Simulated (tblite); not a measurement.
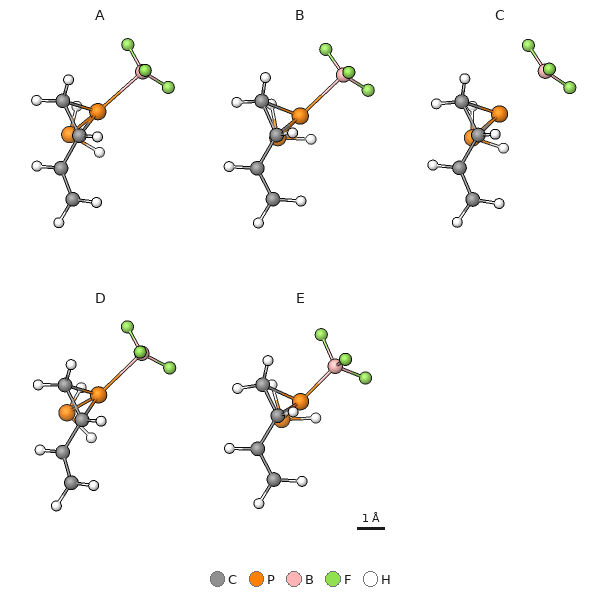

5 geometries from one relaxation of C$_{4}$H$_{8}$BF$_{3}$P$_{2}$, in shuffled order. Style: ball-and-stick. Shown from a free direction.

All numbers below come from GFN2-xTB geometry optimisation, gas phase (tblite). 

Question: Order the frames from highest to lowest energy.

Answer: E, B, C, A, D. They are steps 0, 18, 40, 58, 126, at +1.105 eV, +0.158 eV, +0.082 eV, +0.029 eV relative to the last. The energy falls by 1.105 eV in 126 geometry steps. An H atom moves most after the best rigid fit: 1.23 Å. Largest moves by element: H 1.23 Å, P 0.62 Å, B 0.56 Å, F 0.53 Å, C 0.41 Å. Near-neighbour distances that change, for instance: B–P 1.904 → 2.322 Å, B–F 1.459 → 1.331 Å, C–C 1.443 → 1.503 Å, H–P 1.453 → 1.396 Å. Bond angles that change, for instance: P–P–B 118.2° → 136.7°, C–P–P 119.2° → 104.5°, P–B–F 109.5° → 98.1°. Groups turn about P–P by about 55°, C–C by about 50°, B–P by about 20°. The run took 1.2 s on 1 thread of Arm Neoverse V1, with other jobs on the host.
